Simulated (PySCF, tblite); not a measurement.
# C4H6BCl2Si radical: geometry, infrared bands and EPR parameters

Wanted: the infrared bands and EPR parameters of C4H6BCl2Si radical (`C=[C][SiH2]/C=C\B(Cl)Cl`), by calculation.

Computed with tblite 0.8.0 and PySCF 2.14.0, with density-fitted response routines of our own, on a single molecule in the gas phase. Atoms are numbered from 0 throughout.

### 1 The starting structure

14 atoms, charge 0, multiplicity 2; geometry from: force field or distance geometry start.

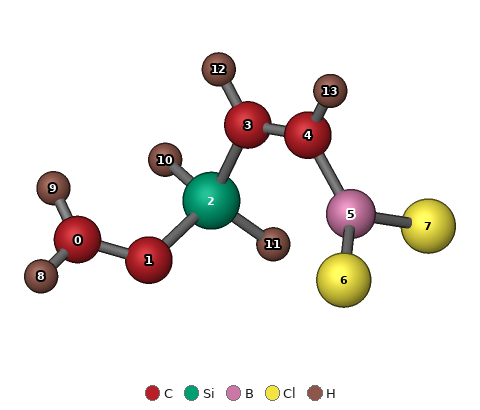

As it starts; carbon red, silicon teal, boron pink, chlorine yellow, hydrogen brown, atoms numbered; sticks join atoms by distance.

### 2 Geometry optimisation with GFN2-xTB

Job settings and geometry (Å):

```
{"job": {"kind": "relax", "xc": "GFN2-xTB", "basis": "xTB"}, "charge": 0, "multiplicity": 2}
C     -2.606100    -0.565900     0.740200
C     -1.476300    -1.036500     0.250200
Si    -0.563500    -0.092100    -1.026700
C      0.431000     1.166400    -0.117700
C      1.615100     0.889300     0.399200
B      2.214200    -0.553200     0.204700
Cl     2.325200    -1.703600     1.654400
Cl     3.223100    -0.879400    -1.296300
H     -3.132100    -1.154600     1.515800
H     -3.036200     0.370400     0.399400
H     -1.524200     0.701300    -1.853800
H      0.273600    -0.946800    -1.875500
H      0.039300     2.181500     0.051000
H      2.216400     1.622600     0.932900
```

The run is started by

```bash
> OMP_NUM_THREADS=1 python probes_run.py task.json out
```

The driver reads the jobs from task.json and runs them one after another.

Standard output:

```text
step      E/eV     max force
  0    -640.99532    1.971
  1    -641.21294    1.583
  2    -641.38365    1.187
  3    -641.44593    0.790
  4    -641.47644    0.549
  5    -641.49969    0.452
  6    -641.51752    0.445
  7    -641.53744    0.436
  8    -641.55635    0.489
  9    -641.57919    0.390
 10    -641.59882    0.450
 11    -641.61536    0.407
 12    -641.63008    0.367
 13    -641.64490    0.297
 14    -641.65840    0.322
 15    -641.67069    0.397
 16    -641.68311    0.343
 17    -641.69576    0.353
 18    -641.70861    0.345
 19    -641.72041    0.317
 20    -641.72933    0.264
 21    -641.73614    0.264
 22    -641.74163    0.211
 23    -641.74558    0.232
 24    -641.74785    0.243
 25    -641.75014    0.170
 26    -641.75161    0.118
 27    -641.75349    0.101
 28    -641.75466    0.100
 29    -641.75637    0.100
 30    -641.75700    0.066
 31    -641.75725    0.041
 32    -641.75742    0.045
 33    -641.75764    0.044
 34    -641.75785    0.035
 35    -641.75801    0.041
 36    -641.75815    0.044
 37    -641.75836    0.049
 38    -641.75869    0.067
 39    -641.75911    0.055
 40    -641.75949    0.062
 41    -641.75983    0.062
 42    -641.76020    0.070
 43    -641.76065    0.075
 44    -641.76105    0.057
 45    -641.76133    0.051
 46    -641.76154    0.044
 47    -641.76178    0.048
 48    -641.76207    0.051
 49    -641.76231    0.040
 50    -641.76248    0.042
 51    -641.76263    0.038
 52    -641.76285    0.050
 53    -641.76313    0.057
 54    -641.76340    0.039
 55    -641.76359    0.031
 56    -641.76375    0.031
 57    -641.76394    0.043
 58    -641.76420    0.052
 59    -641.76446    0.039
 60    -641.76469    0.046
 61    -641.76491    0.048
 62    -641.76519    0.053
 63    -641.76560    0.053
 64    -641.76615    0.040
 65    -641.76645    0.048
 66    -641.76684    0.055
 67    -641.76742    0.068
 68    -641.76886    0.118
 69    -641.77104    0.125
 70    -641.77449    0.368
 71    -641.77626    0.172
 72    -641.77099    0.421
 73    -641.77918    0.109
 74    -641.78023    0.114
 75    -641.78186    0.143
 76    -641.78318    0.097
 77    -641.78536    0.120
 78    -641.78787    0.134
 79    -641.78989    0.133
 80    -641.79108    0.112
 81    -641.79161    0.127
 82    -641.79248    0.083
 83    -641.79387    0.108
 84    -641.79478    0.123
 85    -641.79554    0.074
 86    -641.79589    0.066
 87    -641.79619    0.056
 88    -641.79654    0.058
 89    -641.79718    0.054
 90    -641.79757    0.051
 91    -641.79828    0.056
 92    -641.79878    0.041
 93    -641.79909    0.037
 94    -641.79932    0.034
 95    -641.79960    0.055
 96    -641.79995    0.058
 97    -641.80034    0.057
 98    -641.80088    0.072
 99    -641.80121    0.060
100    -641.80200    0.078
101    -641.80290    0.086
102    -641.80287    0.180
103    -641.80390    0.053
104    -641.80423    0.059
105    -641.80405    0.215
106    -641.80530    0.071
107    -641.80602    0.069
108    -641.80742    0.303
109    -641.81020    0.080
110    -641.81271    0.102
111    -641.81296    0.345
112    -641.81630    0.100
113    -641.81767    0.100
114    -641.81715    0.358
115    -641.82049    0.076
116    -641.82173    0.087
117    -641.82346    0.300
118    -641.82598    0.104
119    -641.82726    0.085
120    -641.82910    0.234
121    -641.83096    0.145
122    -641.83249    0.137
123    -641.83625    0.158
124    -641.83802    0.137
125    -641.83880    0.089
126    -641.83940    0.072
127    -641.84002    0.067
128    -641.84133    0.075
129    -641.84225    0.083
130    -641.84334    0.077
131    -641.84436    0.100
132    -641.84609    0.114
133    -641.84912    0.160
134    -641.85364    0.190
135    -641.85822    0.196
136    -641.86247    0.178
137    -641.86541    0.105
138    -641.86731    0.122
139    -641.86945    0.090
140    -641.87063    0.060
141    -641.87135    0.052
142    -641.87203    0.056
143    -641.87260    0.054
144    -641.87301    0.034
145    -641.87326    0.039
146    -641.87346    0.036
147    -641.87366    0.044
148    -641.87388    0.036
149    -641.87409    0.035
150    -641.87430    0.040
151    -641.87457    0.054
152    -641.87485    0.054
153    -641.87505    0.028
154    -641.87516    0.030
155    -641.87521    0.025
156    -641.87525    0.024
157    -641.87530    0.022
158    -641.87535    0.018
159    -641.87543    0.025
160    -641.87555    0.041
161    -641.87574    0.053
162    -641.87599    0.046
163    -641.87620    0.035
164    -641.87634    0.033
165    -641.87645    0.028
166    -641.87655    0.029
167    -641.87664    0.026
168    -641.87675    0.035
169    -641.87689    0.046
170    -641.87711    0.053
171    -641.87749    0.064
172    -641.87813    0.082
173    -641.87919    0.106
174    -641.88091    0.136
175    -641.88288    0.172
176    -641.88443    0.204
177    -641.87543    0.502
178    -641.88750    0.169
179    -641.88784    0.189
180    -641.88887    0.138
181    -641.88950    0.166
182    -641.89017    0.147
183    -641.89168    0.098
184    -641.89270    0.066
185    -641.89202    0.317
186    -641.89419    0.072
187    -641.89484    0.067
188    -641.89578    0.209
189    -641.89707    0.100
190    -641.89870    0.079
191    -641.90028    0.178
192    -641.90163    0.079
193    -641.90361    0.185
194    -641.90555    0.187
195    -641.90684    0.170
196    -641.90093    0.372
197    -641.90821    0.072
198    -641.90865    0.243
199    -641.90984    0.132
200    -641.91058    0.180
201    -641.91129    0.082
202    -641.91249    0.049
203    -641.91366    0.247
204    -641.91426    0.153
205    -641.91576    0.055
206    -641.91600    0.229
207    -641.91712    0.062
208    -641.91789    0.075
209    -641.91889    0.233
210    -641.92001    0.061
211    -641.92092    0.057
212    -641.91532    0.554
213    -641.92209    0.064
214    -641.92274    0.041
215    -641.91689    0.529
216    -641.92370    0.040
217    -641.92431    0.040
218    -641.91734    0.609
219    -641.92518    0.036
220    -641.92578    0.040
221    -641.91802    0.599
222    -641.92669    0.037
223    -641.92727    0.043
224    -641.92468    0.455
225    -641.92829    0.035
226    -641.92879    0.052
227    -641.92887    0.218
228    -641.92971    0.068
229    -641.92998    0.057
230    -641.93056    0.083
231    -641.93075    0.026
232    -641.93083    0.032
233    -641.93086    0.021
234    -641.93088    0.019
235    -641.93090    0.012
236    -641.93091    0.010
237    -641.93092    0.007
```

It took 2.2 s on 1 thread of Arm Neoverse V1, shared host.

Step by step: (not every step is listed)

| step | energy from step 0 (eV) | largest force (eV/Å) |
| --- | --- | --- |
| 0 | 0.0000 | 1.9712 |
| 1 | -0.2176 | 1.5826 |
| 2 | -0.3883 | 1.1871 |
| 3 | -0.4506 | 0.7895 |
| 4 | -0.4811 | 0.5489 |
| 5 | -0.5044 | 0.4515 |
| 6 | -0.5222 | 0.4453 |
| 7 | -0.5421 | 0.4360 |
| 8 | -0.5610 | 0.4886 |
| 30 | -0.7617 | 0.0661 |
| 52 | -0.7675 | 0.0500 |
| 74 | -0.7849 | 0.1145 |
| 96 | -0.8046 | 0.0582 |
| 118 | -0.8307 | 0.1038 |
| 140 | -0.8753 | 0.0598 |
| 162 | -0.8807 | 0.0465 |
| 184 | -0.8974 | 0.0658 |
| 206 | -0.9207 | 0.2289 |
| 228 | -0.9344 | 0.0681 |
| 232 | -0.9355 | 0.0315 |
| 233 | -0.9355 | 0.0212 |
| 234 | -0.9356 | 0.0187 |
| 235 | -0.9356 | 0.0121 |
| 236 | -0.9356 | 0.0103 |
| 237 | -0.9356 | 0.0071 |

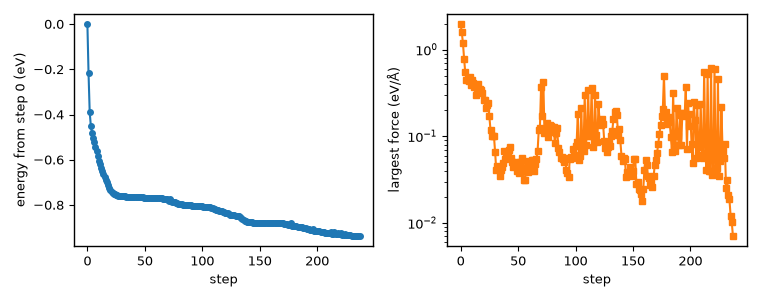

Energy and force, step by step.

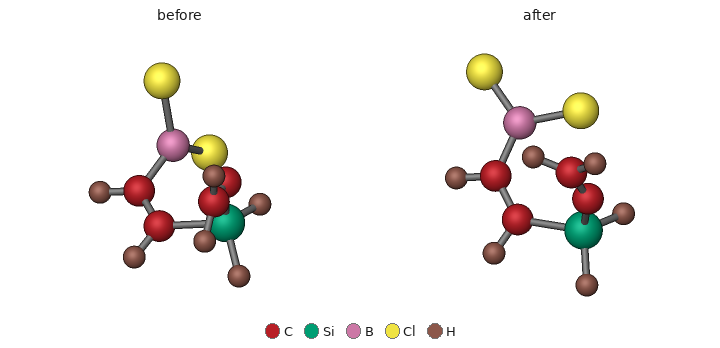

The geometry before (left) and after (right).

Distances of close pairs at the start and the end, largest changes first:

| bond | before (Å) | after (Å) | change (Å) |
| --- | --- | --- | --- |
| B5–Cl6 | 1.854 | 1.730 | -0.124 |
| B5–Cl7 | 1.838 | 1.723 | -0.115 |
| Si2–C3 | 1.844 | 1.894 | +0.050 |
| C4–B5 | 1.574 | 1.537 | -0.037 |
| C0–C1 | 1.318 | 1.290 | -0.028 |
| Si2–H10 | 1.496 | 1.469 | -0.026 |
| C3–C4 | 1.321 | 1.344 | +0.023 |
| C0–H8 | 1.107 | 1.084 | -0.023 |

The next job starts from the end point, and lists it.

### 3 Harmonic vibrations with GFN2-xTB

Job settings and geometry (Å):

```
{"job": {"kind": "ir", "xc": "GFN2-xTB", "basis": "xTB"}, "charge": 0, "multiplicity": 2}
C     -2.274244    -0.883110     0.800139
C     -1.782469    -0.552924    -0.345996
Si    -0.617305     0.304951    -1.477325
C      0.622993     1.290217    -0.438935
C      1.564627     0.839324     0.407914
B      1.929342    -0.623134     0.708053
Cl     3.207375    -0.971396     1.821229
Cl     1.099033    -1.960397     0.007156
H     -3.129892    -1.542245     0.894097
H     -1.880915    -0.540794     1.755950
H     -1.400749     1.310550    -2.208287
H      0.030904    -0.623837    -2.400524
H      0.489297     2.365546    -0.493666
H      2.141324     1.586777     0.948028
```

Standard output:

```text
mode    cm-1     km/mol
  1      17.5      0.65
  2      58.3      1.20
  3      68.4      0.25
  4      91.9      0.37
  5     127.2      6.35
  6     178.8      9.44
  7     208.4      6.04
  8     233.9     10.29
  9     246.8      5.63
 10     287.1      7.67
 11     425.2      6.27
 12     447.1      2.15
 13     516.3     58.04
 14     549.3     23.78
 15     573.0     40.43
 16     660.9     11.43
 17     668.4     27.78
 18     701.1     62.17
 19     736.3    188.28
 20     780.2    146.98
 21     798.9    182.51
 22     869.6     27.78
 23     872.1     18.40
 24     961.8      1.17
 25    1041.1    138.91
 26    1219.7     15.52
 27    1341.4     13.02
 28    1344.5     30.42
 29    1567.5    185.30
 30    1789.4     58.62
 31    2199.7    476.10
 32    2263.5    199.47
 33    2908.9      8.44
 34    2990.5     36.61
 35    2993.3     10.82
 36    3015.7     42.91
```

It took 0.66 s on 1 thread of Arm Neoverse V1, shared host.

Which atoms move in the most intense modes:

| cm⁻¹ | km/mol | atoms |
| --- | --- | --- |
| 701 | 62.2 | C3 23 %, Si2 21 %, H12 16 %, B5 13 % |
| 736 | 188.3 | Si2 20 %, H12 20 %, H13 14 %, H10 13 % |
| 780 | 147.0 | B5 68 %, C3 11 % |
| 799 | 182.5 | H11 50 %, H10 42 % |
| 1041 | 138.9 | B5 64 %, C4 17 %, H12 12 % |
| 1568 | 185.3 | C4 50 %, C3 47 % |
| 2200 | 476.1 | H10 95 % |
| 2264 | 199.5 | H11 95 % |

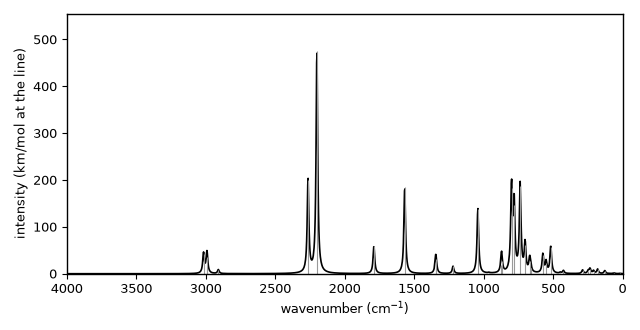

The infrared spectrum from these modes, unscaled. Lines are broadened to a width of 14 cm⁻¹ (Lorentzian).

### 4 g tensor and hyperfine couplings: B3LYP/pcH-1

Settings changed since step 3:

```diff
@@ -1,2 +1,2 @@
-{"job": {"kind": "ir", "xc": "GFN2-xTB", "basis": "xTB"}, "charge": 0, "multiplicity": 2}
+{"job": {"kind": "epr", "basis": "pcH-1"}, "charge": 0, "multiplicity": 2}
 C     -2.274244    -0.883110     0.800139
```

Method: UKS B3LYP, pcH-1 on B C Cl H Si, non-relativistic, mean-field spin-orbit, GIAO.

Standard output:

```text
UKS, coarse grid
  cycle   1  E = -1390.73288182  |g| = 3.55e-01
  cycle   2  E = -1390.72343760  |g| = 3.58e-01
  cycle   3  E = -1390.78690237  |g| = 5.97e-02
  cycle   4  E = -1390.78816305  |g| = 3.78e-02
  cycle   5  E = -1390.78891573  |g| = 1.09e-02
  cycle   6  E = -1390.78899534  |g| = 4.53e-03
  cycle   7  E = -1390.78901541  |g| = 2.23e-03
  cycle   8  E = -1390.78902174  |g| = 1.64e-03
  cycle   9  E = -1390.78902507  |g| = 5.71e-04
UKS, final grid
  cycle   1  E = -1390.78902433  |g| = 7.48e-04
  cycle   2  E = -1390.78902388  |g| = 1.31e-03
  cycle   3  E = -1390.78902481  |g| = 1.84e-04
  cycle   4  E = -1390.78902485  |g| = 1.26e-04
  cycle   5  E = -1390.78902490  |g| = 6.66e-05
  cycle   6  E = -1390.78902491  |g| = 1.73e-05
E = -1390.78902491 Eh   <S^2> = 0.7587 (exact 0.7500)
g shifts (ppm)      1          2          3
  rmc          -136       -136       -136
  gc             20         19         -0
  oz_so        -717        -44        785
  total        -832       -161        649
hyperfine (MHz)  atom isotope    a_iso     a_fc   dipolar eigenvalues
    0   13C     -45.59     -45.59    -15.79      3.43     12.36
    1   13C     136.75     136.89    -77.53    -60.09    137.63
    2  29Si       3.69       3.71     -5.69      0.44      5.25
    3   13C      47.90      47.91     -6.47     -3.35      9.82
    4   13C       1.25       1.26     -2.79     -1.89      4.68
    5   11B      -0.21      -0.22     -0.97      0.05      0.92
    6  35Cl       0.13       0.12     -0.49     -0.44      0.93
    7  35Cl       1.44       1.44     -0.93     -0.42      1.35
    8    1H     156.92     156.93     -5.51     -4.00      9.51
    9    1H     184.57     184.57     -4.44     -2.36      6.80
   10    1H       3.56       3.56     -3.82     -2.59      6.41
   11    1H      13.92      13.92     -3.51     -2.37      5.88
   12    1H       6.88       6.88     -2.46     -0.92      3.39
   13    1H       3.22       3.22     -1.79     -1.00      2.79
```

It took 1.9 min on 1 thread of Arm Neoverse V1, shared host; peak memory 0.97 GiB.

Principal g values 2.00149, 2.00216, 2.00297; g(iso) = 2.00220, against 2.00232 for a free electron.

Mean a(iso) over the nuclei that a row names, and the largest dipolar term of the row (other rows stand at the frozen geometry):

| nuclei | isotope | a(iso) (MHz) | a(iso) (G, at g = 2.0023) | largest dipolar term (MHz) |
| --- | --- | --- | --- | --- |
| H9 | 1H | 184.6 | 65.9 | 6.8 |
| H8 | 1H | 156.9 | 56.0 | 9.5 |
| C1 | 13C | 136.7 | 48.8 | 137.6 |
| C3 | 13C | 47.9 | 17.1 | 9.8 |
| C0 | 13C | -45.6 | -16.3 | -15.8 |
| H10, H11 | 1H | 8.7 | 3.1 | 6.4 |
| H12 | 1H | 6.9 | 2.5 | 3.4 |
| Si2 | 29Si | 3.7 | 1.3 | -5.7 |
| H13 | 1H | 3.2 | 1.1 | 2.8 |
| C4 | 13C | 1.2 | 0.4 | 4.7 |
| Cl6, Cl7 | 35Cl | 0.8 | 0.3 | 1.3 |
| B5 | 11B | -0.2 | -0.1 | -1.0 |

Mulliken spin populations:

C0 -0.18; C1 0.96; Si2 0.00; C3 0.02; C4 0.03; B5 0.01; Cl6 0.00; Cl7 0.00; H8 0.06; H9 0.09; H10 0.00; H11 0.01; H12 0.00; H13 0.00

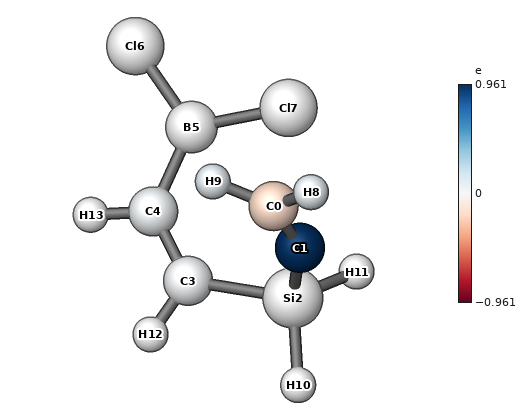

Mulliken spin populations, as colours on the atoms.

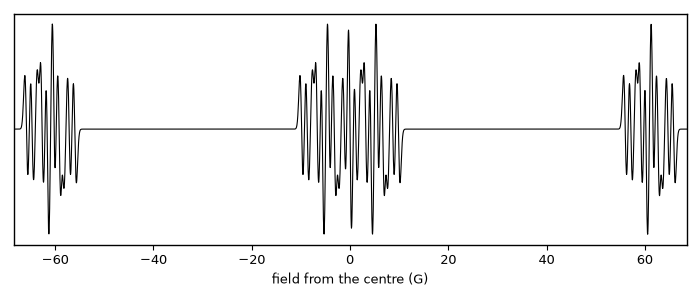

First-order isotropic spectrum (first derivative, main isotopes with spin only, couplings over 0.8 MHz, Gaussian width 0.3 G; couplings of the frozen geometry, rotation of groups not averaged beyond the rows shown).

The fields below are evaluated on a grid from the run's orbitals.

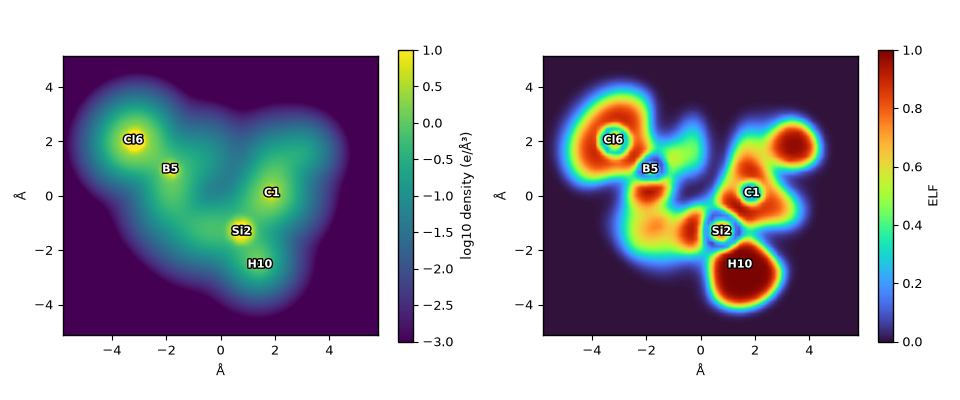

Density (left) and ELF (right) in a plane through or near 5 of the atoms.

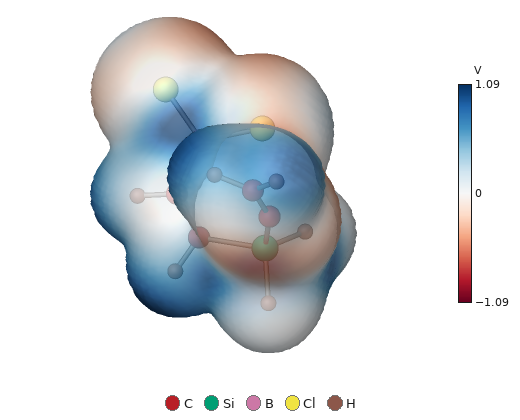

Electrostatic potential on the surface of density 0.002 e/bohr³; red is low, blue high. It runs from -0.50 V near C1 to 1.09 V near B5.

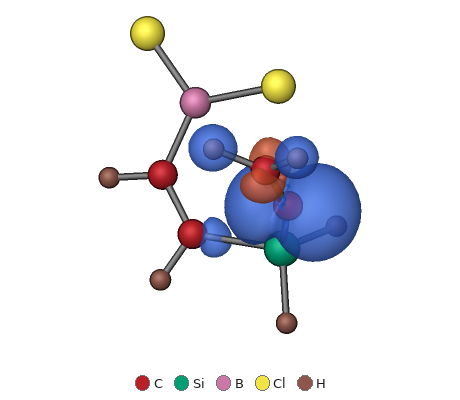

Spin density at ±0.04 e/Å³ (alpha excess blue, beta excess red).

### 5 Summary of results

| quantity | value |
| --- | --- |
| strongest single infrared mode (GFN2-xTB) | 2200 cm⁻¹, 476 km/mol |
| zero-point energy (GFN2-xTB) | 51.1 kcal/mol |
| g(iso) (B3LYP) | 2.00220 |
| ⟨S²⟩ | 0.759 (exact 0.75) |
| largest a(iso) (averaged by class) | 1H on H9, 184.6 MHz |
| potential on the surface of density 0.002 e/bohr³, 1st and 99th percentile | -0.50 V and 1.09 V |

What this shows: Relaxing lowered the energy by 0.936 eV in 237 steps; the close pair that moved most is B5–Cl6, from 1.854 to 1.730 Å. All 36 modes are real, so the xTB geometry is a minimum. The strongest single mode, at 2200 cm⁻¹, moves mainly H10. Unscaled tight-binding wavenumbers are off by several per cent, some by more. Its intensities can rank the bands wrongly. Most of the unpaired spin sits on C1 (0.96 e). The isotropic g lies 0.1 ppt below the free-electron value. These values are for one conformer; the search (at its own cheap level) found 2 more, at 0.03, 0.22 kcal/mol (those within 0.05 may be mirror or relabelled copies), and measured spectra average over such forms.
